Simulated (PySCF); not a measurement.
C2H7BF2Si2 (SMILES FB(F)/C([SiH3])=C\[SiH3])

| atom | x (Å) | y (Å) | z (Å) |
| --- | --- | --- | --- |
| F | 1.0064 | 2.1430 | 0.0840 |
| B | -0.2055 | 1.6201 | -0.0371 |
| F | -1.1535 | 2.5348 | -0.1725 |
| C | -0.5055 | 0.1087 | -0.0100 |
| Si | -2.3246 | -0.4248 | -0.0635 |
| C | 0.4887 | -0.7957 | 0.0470 |
| Si | 2.3476 | -0.4430 | 0.0686 |
| H | -3.0469 | 0.1942 | 1.0484 |
| H | -2.9075 | -0.0138 | -1.3425 |
| H | -2.3453 | -1.8847 | 0.0627 |
| H | 0.2059 | -1.8447 | 0.0763 |
| H | 2.9964 | -1.7595 | 0.0357 |
| H | 2.7294 | 0.3148 | -1.1215 |
| H | 2.7137 | 0.2503 | 1.3022 |

Geometry: GFN2-xTB.

Level of theory: PySCF 2.14.0, wB97X-D/def2-SVPD, SCF density, gas phase.

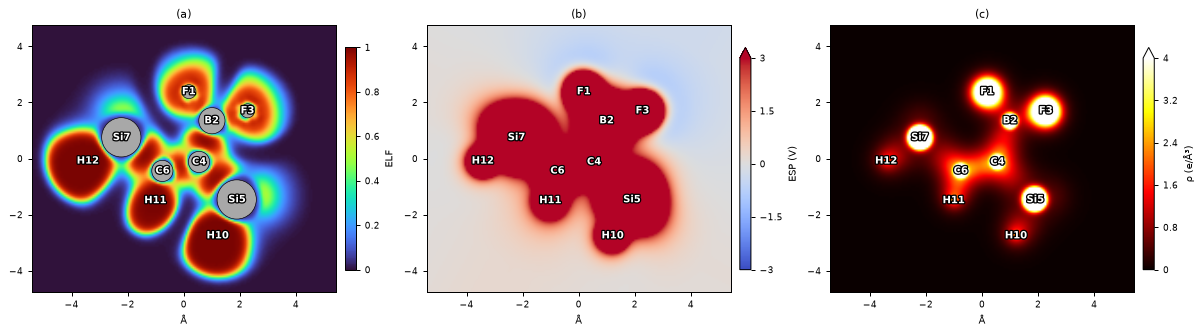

Figure 1. (a) ELF; (b) electrostatic potential; (c) electron density on the plane of atoms C4, C6 and Si7. Grey discs cover the atomic cores in the ELF map.

### Read the bonding off the picture.

- Atoms in the plane: F, B, C, Si and H.
- B–F (1.32 Å): the density is about 2.2 e/Å³ at the midpoint; the ELF peaks at about 0.85 between the atoms (a shared but strongly polarised pair).
- C–C (1.35 Å): ρ at the midpoint is about 2.2 e/Å³; the ELF peaks at about 0.90 between the atoms: a covalent bond.
- C–B (1.54 Å): ρ at the midpoint is about 1.5 e/Å³; the ELF peaks at about 1 between the atoms (a covalent bond).
- C–Si (1.89 Å): the density is about 0.94 e/Å³ at the midpoint; the ELF peaks at about 1 between the atoms, as expected for localised, covalent bonding.
- C–H (1.09 Å): ρ is about 2 e/Å³ halfway; the ELF climbs to about 1 towards the hydrogen, as it does in any bond to H; an ordinary covalent bond to hydrogen.
- The ELF also peaks beside F3 and F1, away from the bonds: lone-pair regions.
- Outside the dense part of the molecule the potential is most negative (−0.8 V) near F3.

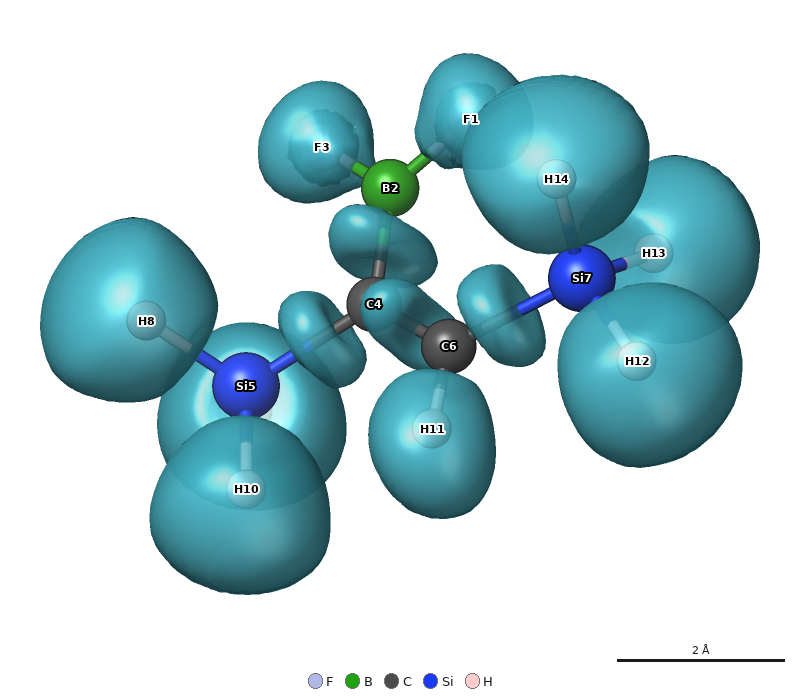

Figure 2. Isosurface of the ELF at 0.8 (cyan), seen at a tilt. Core shells and regions of very low density are left out.

### Identify the bonds, lone pairs and shells in this picture.

At this value the surface marks out one region between bonded B–C atoms (shared pairs), one region between bonded C–C atoms (shared pairs), two regions between bonded C–Si atoms (shared pairs), seven regions around hydrogen nuclei and two regions on F in which the atom's valence shell and bonds are merged.

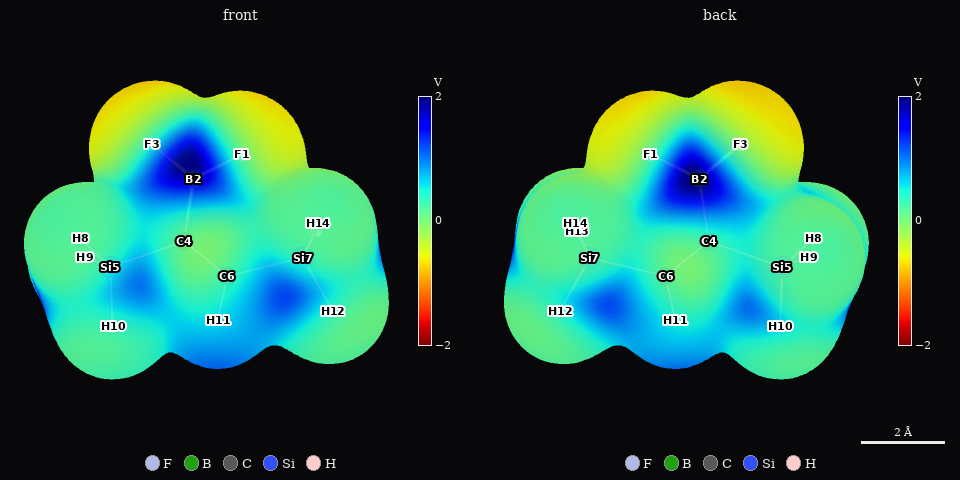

Figure 3. The electrostatic potential painted on the density surface at 0.002 e/bohr³, seen from the front and from behind; red is negative and blue positive.

### Describe the electrostatic potential map.

The most negative region (about −0.7 V) lies over F1 and F3, the most positive (about +1.9 V) over B2.
